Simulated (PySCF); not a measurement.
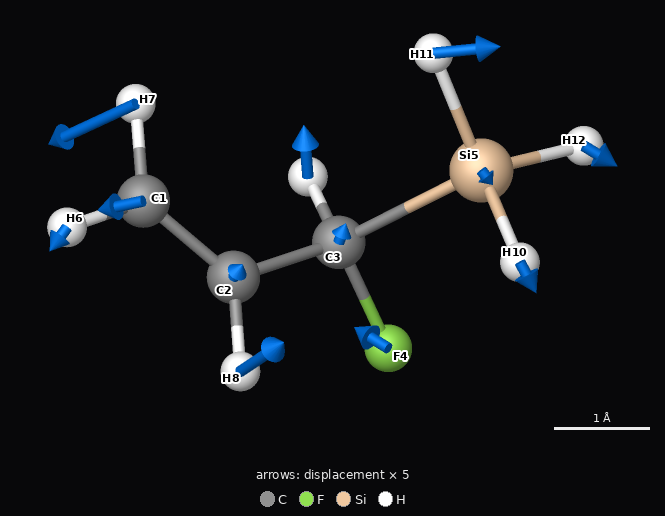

A relaxation of C₃H₇FSi. The starting structure is drawn; blue arrows show the displacements, 5 times their true length. The two geometries are superimposed by the best rigid fit.

Style: ball-and-stick. Shown at a tilt.

The start comes from GFN2-xTB. Its atoms were then displaced at random by about 0.01 Å.

The calculation used PBE0-D3(BJ)/def2-SVP geometry optimisation, gas phase in PySCF 2.14.0, density-fitted response routines. 

Which element moves most?

Hydrogen: up to 0.26 Å, against 0.12 Å for carbon.

What did the optimiser do to the structure, and how much energy did it gain?

The energy falls by 0.142 eV in 8 geometry steps. The atom that moves furthest after the best rigid fit is an H atom (0.26 Å). Largest moves by element: H 0.26 Å, C 0.12 Å, F 0.10 Å, Si 0.04 Å. Near-neighbour distances that change, for instance: C–C 1.294 → 1.334 Å, H–Si 1.454 → 1.493 Å, C–Si 1.947 → 1.916 Å, C–H 1.068 → 1.097 Å. Among the angles between lasting bonds that change: H–C–H 114.1° → 117.1°, C–Si–H 106.1° → 109.1°, H–Si–H 112.4° → 109.8°. The run took 40 s on 1 thread of Arm Neoverse V1 (shared host).
